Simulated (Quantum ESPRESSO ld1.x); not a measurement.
Atomic calculation for Se

- system: atomic selenium (Se) in the configuration [Ar] 3d10 4s2 4p4 (4p1/2: 2, 4p3/2: 2).
- method: Dirac Kohn-Sham, PBE, spin-unpolarised, spherical densities, point nucleus (Quantum ESPRESSO ld1.x 7.5)

## Key numbers

- outcome: converged
- total energy: −2430.1211 hartree
- kinetic energy: 2488.3931 hartree
- electron–nucleus energy: −5867.6524 hartree
- Hartree energy: 1037.0438 hartree
- exchange–correlation energy: −87.905636 hartree
- radius at density 0.001 e/bohr³: 4.28 bohr
- SCF iterations: 38
- hardware: 1 CPU thread, shared host
- wall time: 0.81 s

## Input
```
 &input
    atom='Se',
    iswitch=1,
    rel=2,
    dft='PBE',
    config='[Ar] 3d10 4s2 4p4',
    rel_dist='energy',
    lsmall=.true.,
    prefix='ld1',
    max_out_wfc=37,
    file_charge='ld1.rho',
 /
```

## Log
```
     Program LD1 v.7.5 starts

     --------------------------- All-electron run ----------------------------

     dirac relativistic calculation

     atomic number is 34.00
     dft =PBE   lsd =0 sic =0 latt =0  beta=0.20 tr2=1.0E-14
     Exchange-correlation= PBE
                           (   1   4   3   4   0   0   0)
     mesh =2017 r(mesh) =  99.64755 a.u. xmin = -8.00 dx = 0.00800
     1 Ry =  13.60569312 eV, c = 137.03599908

     n l j   nl                  e(Ry)          e(Ha)          e(eV)
     Spin orbit split results
     1 0 0.5 1S 1( 2.00)      -918.7974      -459.3987    -12500.8754
     2 0 0.5 2S 1( 2.00)      -118.0655       -59.0327     -1606.3628
     2 1 0.5 2P 1( 2.00)      -105.9127       -52.9563     -1441.0153
     2 1 1.5 2P 1( 4.00)      -102.8434       -51.4217     -1399.2551
     3 0 0.5 3S 1( 2.00)       -15.6796        -7.8398      -213.3321
     3 1 0.5 3P 1( 2.00)       -11.5242        -5.7621      -156.7952
     3 1 1.5 3P 1( 4.00)       -11.0926        -5.5463      -150.9228
     3 2 1.5 3D 1( 4.00)        -3.9354        -1.9677       -53.5434
     3 2 2.5 3D 1( 6.00)        -3.8696        -1.9348       -52.6490
     4 0 0.5 4S 1( 2.00)        -1.2661        -0.6330       -17.2256
     4 1 0.5 4P 1( 2.00)        -0.4939        -0.2470        -6.7203
     4 1 1.5 4P 1( 2.00)        -0.4664        -0.2332        -6.3463
     Averaged results
     1 0     1S 1( 2.00)      -918.7974      -459.3987    -12500.8754
     2 0     2S 1( 2.00)      -118.0655       -59.0327     -1606.3628
     2 1     2P 1( 6.00)      -103.8665       -51.9332     -1413.1752
     3 0     3S 1( 2.00)       -15.6796        -7.8398      -213.3321
     3 1     3P 1( 6.00)       -11.2365        -5.6182      -152.8803
     3 2     3D 1(10.00)        -3.8959        -1.9480       -53.0068
     4 0     4S 1( 2.00)        -1.2661        -0.6330       -17.2256
     4 1     4P 1( 4.00)        -0.4756        -0.2378        -6.4710

     final scf error:  7.2E-15 reached in  38 iterations

     Etot =   -4860.242253 Ry,   -2430.121127 Ha,  -66126.964601 eV

     Ekin =    4976.786217 Ry,    2488.393108 Ha,   67712.626005 eV
     Encl =  -11735.304877 Ry,   -5867.652438 Ha, -159666.956856 eV
     Eh   =    2074.087677 Ry,    1037.043839 Ha,   28219.400444 eV
     Exc  =    -175.811271 Ry,     -87.905635 Ha,   -2392.034195 eV

     normalization and overlap integrals

     s(1S/1S) =  1.000000  <r> =   0.0441  <r2> =    0.0026  r(max) =   0.0287
     s(1S/2S) =  0.000000
     s(1S/3S) = -0.000000
     s(1S/4S) =  0.000000
     s(2S/2S) =  1.000000  <r> =   0.1957  <r2> =    0.0452  r(max) =   0.1643
     s(2S/3S) =  0.000000
     s(2S/4S) = -0.000000
     s(2P/2P) =  1.000000  <r> =   0.1685  <r2> =    0.0349  r(max) =   0.1302
     s(2P/3P) =  0.000000
     s(2P/4P) =  0.000000
     s(2P/2P) =  1.000000  <r> =   0.1723  <r2> =    0.0363  r(max) =   0.1323
     s(2P/3P) =  0.000000
     s(2P/4P) = -0.000000
     s(3S/3S) =  1.000000  <r> =   0.5739  <r2> =    0.3794  r(max) =   0.5034
     s(3S/4S) =  0.000000
     s(3P/3P) =  1.000000  <r> =   0.5824  <r2> =    0.3982  r(max) =   0.4954
     s(3P/4P) =  0.000000
     s(3P/3P) =  1.000000  <r> =   0.5930  <r2> =    0.4126  r(max) =   0.5034
     s(3P/4P) = -0.000000
     s(3D/3D) =  1.000000  <r> =   0.6281  <r2> =    0.4939  r(max) =   0.4501
     s(3D/3D) =  1.000000  <r> =   0.6325  <r2> =    0.5008  r(max) =   0.4537
     s(4S/4S) =  1.000000  <r> =   1.7966  <r2> =    3.7135  r(max) =   1.5063
     s(4P/4P) =  1.000000  <r> =   2.2714  <r2> =    6.1084  r(max) =   1.7818
     s(4P/4P) =  1.000000  <r> =   2.3230  <r2> =    6.3947  r(max) =   1.8251

     ------------------------ End of All-electron run ------------------------
```

## Orbitals

| orbital | occupation | energy (eV) | ⟨r⟩ (bohr) | outer maximum (bohr) |
| --- | --- | --- | --- | --- |
| 1s | 2 | −12500.9 | 0.04408 | 0.0287 |
| 2s | 2 | −1606.4 | 0.1957 | 0.164 |
| 2p1/2 | 2 | −1441.0 | 0.1685 | 0.130 |
| 2p3/2 | 4 | −1399.3 | 0.1723 | 0.132 |
| 3s | 2 | −213.332 | 0.5739 | 0.503 |
| 3p1/2 | 2 | −156.795 | 0.5824 | 0.495 |
| 3p3/2 | 4 | −150.923 | 0.5930 | 0.503 |
| 3d3/2 | 4 | −53.543 | 0.6281 | 0.450 |
| 3d5/2 | 6 | −52.649 | 0.6325 | 0.454 |
| 4s | 2 | −17.226 | 1.797 | 1.51 |
| 4p1/2 | 2 | −6.720 | 2.271 | 1.78 |
| 4p3/2 | 2 | −6.346 | 2.323 | 1.83 |

## Slater integrals of the outer shells (hartree)

| integral | value |
| --- | --- |
| F0(4p3/2,4p3/2) | 0.3911 |
| F2(4p3/2,4p3/2) | 0.1995 |
| F0(4p3/2,4p1/2) | 0.3954 |
| F2(4p3/2,4p1/2) | 0.2017 |
| G0(4p3/2,4p1/2) | 0.3950 |
| G2(4p3/2,4p1/2) | 0.2016 |
| F0(4p3/2,4s1/2) | 0.4365 |
| G1(4p3/2,4s1/2) | 0.2781 |
| F0(4p3/2,3d5/2) | 0.5191 |
| F2(4p3/2,3d5/2) | 0.0962 |
| G1(4p3/2,3d5/2) | 0.0321 |
| G3(4p3/2,3d5/2) | 0.0288 |
| F0(4p3/2,3d3/2) | 0.5194 |
| F2(4p3/2,3d3/2) | 0.0956 |

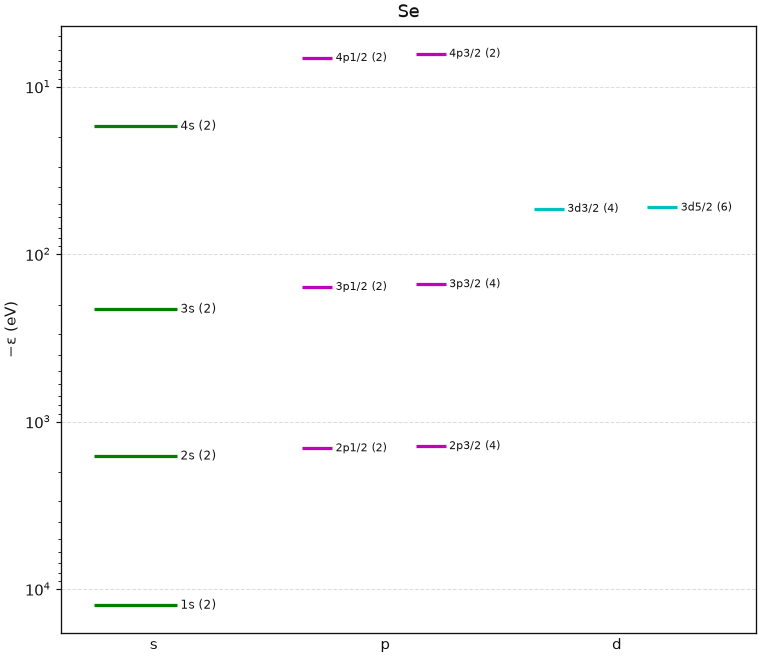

*All occupied levels, on a logarithmic scale of binding energy, are drawn by angular momentum (occupations in brackets, the lower j at the left of each column).*

The highest occupied level is 4p3/2 at −6.35 eV. The highest 3 occupied levels, from the top down, are 4p3/2 (−6.35 eV), 4p1/2 (−6.72 eV), 4s (−17.2 eV). Spin-orbit splittings: 4p 0.374 eV, 3d 0.894 eV, 3p 5.87 eV, 2p 41.8 eV. The measured ionisation energy (NIST) is 9.75 eV; minus the highest level, 6.35 eV, lies 35 % below it, as is usual for a semilocal functional, whose potential decays too fast.

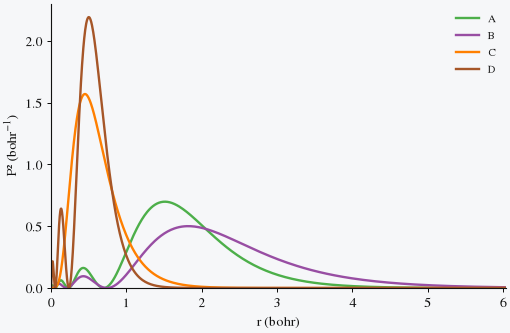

*The radial probability densities P² (large components) of 4s, 4p3/2, 3d3/2 and 3s.*

A is 4s; B is 4p3/2; C is 3d3/2; D is 3s. 3s: outer maximum at 0.503 bohr, ⟨r⟩ = 0.574 bohr, 2 nodes, eigenvalue −213.3 eV; 3d3/2: outer maximum at 0.450 bohr, ⟨r⟩ = 0.628 bohr, 0 nodes, eigenvalue −53.5 eV; 4s: outer maximum at 1.51 bohr, ⟨r⟩ = 1.80 bohr, 3 nodes, eigenvalue −17.2 eV; 4p3/2: outer maximum at 1.83 bohr, ⟨r⟩ = 2.32 bohr, 2 nodes, eigenvalue −6.35 eV.

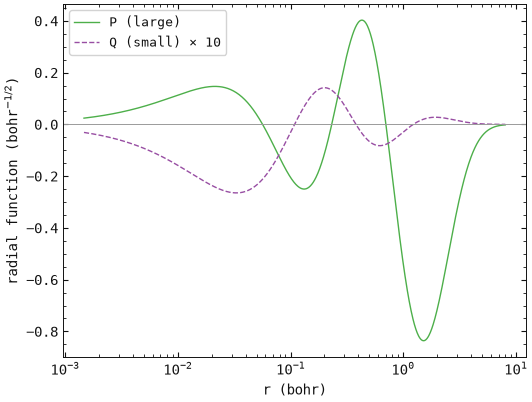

*The large and small radial components of the 4s1/2 spinor.*

The spinor has κ = −1: the large component has l = 0 and 3 radial nodes (r = 0.0566, 0.232 and 0.701 bohr), the small one has l = 1. The small component carries 0.0095 % of the norm; ⟨r⟩ = 1.80 bohr and the eigenvalue is −17.2 eV.
